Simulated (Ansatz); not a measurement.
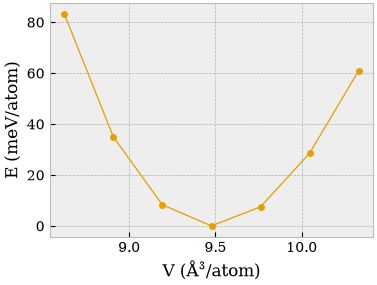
Figure: TiN (rock salt, Fm-3m) under volume change, the program Ansatz at the r²SCAN level (PAW), scaled uniformly.

Task: What does a third-order Birch–Murnaghan fit give for V₀, B₀ and B′?

Result: V₀ = 9.48 Å³/atom, B₀ = 296 GPa, B′ = 4.2.

The cell was relaxed with r²SCAN under the symmetry of its start. No spin polarisation was allowed. The volume moved by -19 % from the start of the relaxation.

Potentials: the later of the program's two PAW sets.
